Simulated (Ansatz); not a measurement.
# CH5Al (triplet): correlated methods under varied settings at distance Al1–H4 along a hydrogen transfer = 1.824 Å

Aim: run CH5Al (triplet) at one geometry under a spread of methods and options, and see what each costs and gives.

Program: Ansatz 0.2.0, Gaussian basis. Level of theory: the settings change from run to run. These are calculated values, not measurements.

7 further runs of the same task are left out: 1 for a mislabelled method, 6 that didn't finish.

**1. What is computed**

The geometry derives from fragments relaxed apart (PBE0/def2-TZVP) and kept rigid, so it is no stationary point. A hydrogen atom is moved between rigid fragments.

7 atoms, charge 0, spin multiplicity 3.

Atoms are counted from 1 here; the program's logs count them from 0.

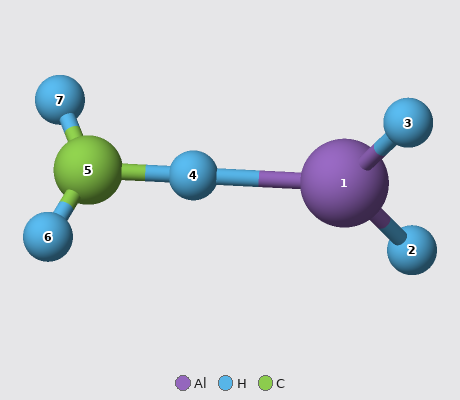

The geometry (aluminium purple, hydrogen blue, carbon green); atoms are numbered from 1 in the order of the file.

**2. BCCD on ROHF/cc-pVDZ**

Contents of in.yaml:

```yaml
crystal:
  periodic: [false, false, false]
  atoms:
    - {symbol: Al, position_ang: [-1.009398, 0.000000, 0.000000]}
    - {symbol: H, position_ang: [-1.802322, 1.373384, 0.000000]}
    - {symbol: H, position_ang: [-1.802322, -1.373384, 0.000000]}
    - {symbol: H, position_ang: [0.814602, 0.000000, 0.000000]}
    - {symbol: C, position_ang: [2.082602, 0.000000, 0.000000]}
    - {symbol: H, position_ang: [2.497070, 0.000000, 0.996161]}
    - {symbol: H, position_ang: [2.497070, 0.000000, -0.996161]}
basis:
  gaussian: {orbitals: cc-pVDZ}
magnetization: {spin_polarized: false, initial_magnetization: 2}
correlation: {method: bccd, electrons: valence}
```

Command:

```console
$ ansatz run in.yaml --threads 1 --pin off --events-out ev --progress --plain --max-ram 2393MiB
```

The program printed, cut to the lines that bear on the results:

```text
Functional definition: HF
  name "HF"
  cite "Fock, Z. Phys. 61, 126 (1930) doi:10.1007/BF01340294"
  parent pbe
[...]
526 factors; integrals over basis functions are off by at most 1.6e-3 eV
[...]
mean field -7687.99645234 eV, -282.5286585125 hartree, gradient 6.2e-6 eV, S^2 2.000000; 5 other end points of the search recorded, 0 dependent functions left out
[...]
determinant -7687.99645234 eV, -282.5286585125 hartree, with singles and doubles -7694.66185603 eV, -282.7736075800 hartree
determinant -7686.94709755 eV, -282.4900954352 hartree, with singles and doubles -7693.69779230 eV, -282.7381788913 hartree
6 core orbitals not correlated: weight in the atoms' cores, before any rotation towards them, 1.000 or more for the frozen orbitals, at most 0.000 for the correlated occupied ones
reference -7687.99645234 eV, -282.5286585125 hartree; 7, 5 occupied and 44, 46 virtual orbitals, 526 factors
second order -5.38231508 eV of doubles, -0.14133088 eV of singles
cycle   1  -6.66794775 eV  change   -2.5e-3 eV  update   3.9e-3
[...]
cycle   7  -6.66476892 eV  change   -6.9e-7 eV  update   1.0e-5
Total energy: -7694.66122127 eV, -282.7735842528 hartree
```

Wall time 3.1 s (1 thread of Arm Neoverse V2, shared host).

From the report: correlation -6.6648 eV; largest double amplitude 0.03.

**3. BCCD on UHF/cc-pVDZ**

Edit in.yaml of step 2 so:

```diff
@@ -11,4 +11,6 @@
 basis:
-  gaussian: {orbitals: cc-pVDZ}
-magnetization: {spin_polarized: false, initial_magnetization: 2}
-correlation: {method: bccd, electrons: valence}
+  gaussian: {orbitals: cc-pVDZ, point_charges: [{charge: -1.00, position_ang: [5.827, -0.392, -0.901]}]}
+magnetization: {spin_polarized: true, initial_magnetization: 2}
+correlation: {method: bccd, electrons: outside_noble_gas}
+scf: {lower_state_search: off}
+output: {forces: true}
```

The command is unchanged.

The program printed, cut to the lines that bear on the results:

```text
Functional definition: HF
  name "HF"
  cite "Fock, Z. Phys. 61, 126 (1930) doi:10.1007/BF01340294"
  parent pbe
[...]
526 factors; integrals over basis functions are off by at most 1.6e-3 eV
[...]
mean field -7688.41724683 eV, -282.5441224245 hartree, gradient 2.3e-6 eV, S^2 2.038721; 0 other end points of the search recorded, 0 dependent functions left out
6 core orbitals not correlated: weight in the atoms' cores, before any rotation towards them, 1.000 or more for the frozen orbitals, at most 0.000 for the correlated occupied ones
reference -7688.41724683 eV, -282.5441224245 hartree; 7, 5 occupied and 44, 46 virtual orbitals, 526 factors
second order -5.19035037 eV of doubles, -0.00000000 eV of singles
cycle   1  -6.05514456 eV  change   -8.6e-1 eV  update   6.8e-2
[...]
cycle  18  -6.38383019 eV  change    1.5e-7 eV  update   2.7e-7
[...]
Total energy: -7694.80107701 eV, -282.7787238568 hartree
Atom 0 at    -1.009398     0.000000     0.000000 Å, force    -0.655035    -0.010708     0.057478 eV/Å
Atom 1 at    -1.802322     1.373384     0.000000 Å, force    -0.401747     0.216423    -0.025091 eV/Å
Atom 2 at    -1.802322    -1.373384     0.000000 Å, force    -0.397914    -0.207565    -0.024359 eV/Å
Atom 3 at     0.814602     0.000000     0.000000 Å, force     2.606951     0.002147     0.049918 eV/Å
Atom 4 at     2.082602     0.000000     0.000000 Å, force    -2.867641     0.030014    -0.075446 eV/Å
Atom 5 at     2.497070     0.000000     0.996161 Å, force     0.836751    -0.015819     0.252793 eV/Å
Atom 6 at     2.497070     0.000000    -0.996161 Å, force     0.971772    -0.028858    -0.232611 eV/Å
Dipole moment:     0.528314    -0.011278    -0.049424 e Å
Checks for a lower state left out: starts, cluster_reference, orbital_swaps, neighbouring_geometries, increment
```

Run time: 7.5 s. Hardware: 1 thread of Arm Neoverse V2, shared host; peak memory 0.28 GiB.

From the report: ⟨S²⟩ of the determinant 2.039 (pure triplet: 2.00); correlation -6.3838 eV; largest double amplitude 0.04.

**4. CCSD on UHF/cc-pVDZ**

Edit in.yaml of step 3 so:

```diff
@@ -11,6 +11,7 @@
 basis:
-  gaussian: {orbitals: cc-pVDZ, point_charges: [{charge: -1.00, position_ang: [5.827, -0.392, -0.901]}]}
+  gaussian: {orbitals: cc-pVDZ}
 magnetization: {spin_polarized: true, initial_magnetization: 2}
-correlation: {method: bccd, electrons: outside_noble_gas}
-scf: {lower_state_search: off}
+correlation: {method: ccsd, electrons: valence}
+accuracy: high
+scf: {omitted_lower_state_checks: [cluster_reference]}
 output: {forces: true}
```

The command is unchanged.

The program printed, cut to the lines that bear on the results:

```text
Functional definition: HF
  name "HF"
  cite "Fock, Z. Phys. 61, 126 (1930) doi:10.1007/BF01340294"
  parent pbe
[...]
1258 factors; integrals over basis functions are off by at most 3.6e-9 eV
[...]
mean field -7688.28181932 eV, -282.5391455555 hartree, gradient 2.0e-8 eV, S^2 2.036819; 2 other end points of the search recorded, 0 dependent functions left out
6 core orbitals not correlated: weight in the atoms' cores, before any rotation towards them, 1.000 or more for the frozen orbitals, at most 0.000 for the correlated occupied ones
reference -7688.28181932 eV, -282.5391455555 hartree; 7, 5 occupied and 44, 46 virtual orbitals, 1258 factors
second order -5.19609022 eV of doubles, -0.00000000 eV of singles
cycle   1  -6.03908199 eV  change   -8.4e-1 eV  update   6.7e-2
[...]
cycle  23  -6.38507358 eV  change   3.9e-10 eV  update  3.9e-10
[...]
Total energy: -7694.66689290 eV, -282.7737926814 hartree
Atom 0 at    -1.009398     0.000000     0.000000 Å, force    -1.082496    -0.000000    -0.000000 eV/Å
Atom 1 at    -1.802322     1.373384     0.000000 Å, force    -0.229933     0.177197     0.000000 eV/Å
Atom 2 at    -1.802322    -1.373384     0.000000 Å, force    -0.229933    -0.177197     0.000000 eV/Å
Atom 3 at     0.814602     0.000000     0.000000 Å, force     2.495020     0.000000     0.000000 eV/Å
Atom 4 at     2.082602     0.000000     0.000000 Å, force    -2.694614    -0.000000     0.000000 eV/Å
Atom 5 at     2.497070     0.000000     0.996161 Å, force     0.870978    -0.000000     0.301836 eV/Å
Atom 6 at     2.497070     0.000000    -0.996161 Å, force     0.870978    -0.000000    -0.301836 eV/Å
Dipole moment:     0.206608    -0.000000     0.000000 e Å
Checks for a lower state left out: cluster_reference
```

It took 16 s on 1 thread of Arm Neoverse V2, shared host; peak memory 0.38 GiB.

From the report: ⟨S²⟩ of the determinant 2.037 (pure triplet: 2.00); correlation -6.3851 eV; T1 0.014; largest double amplitude 0.03.

**5. The runs in one table**

Where basis and cores are those of an earlier UCCSDT(Q)/cc-pVDZ run (-7694.8317 eV), and the state is the same kind, the miss against it is given.

```tsv
level	correlated	functions	energy (eV)	from UCCSDT(Q) (meV)	time
BCCD on ROHF/cc-pVDZ	valence	57	-7694.6612	170.4	3.1 s
BCCD on UHF/cc-pVDZ (beside a point charge)	outside noble gas	57	-7694.8011		7.5 s
CCSD on UHF/cc-pVDZ	valence	57	-7694.6669	164.8	16 s
```

**6. Results**

| quantity | value |
| --- | --- |
| runs | 3 |
| quickest | BCCD on ROHF/cc-pVDZ, 3.1 s |
| slowest | CCSD on UHF/cc-pVDZ, 16 s |

What this shows: Total energies in different bases, with other cores or another treatment of relativity can't be set against each other. CCSD on UHF/cc-pVDZ took 5 times as long as BCCD on ROHF/cc-pVDZ; the jobs differ in more than the method. Among the correlated runs with a miss given, it spans +165 to +170 meV.
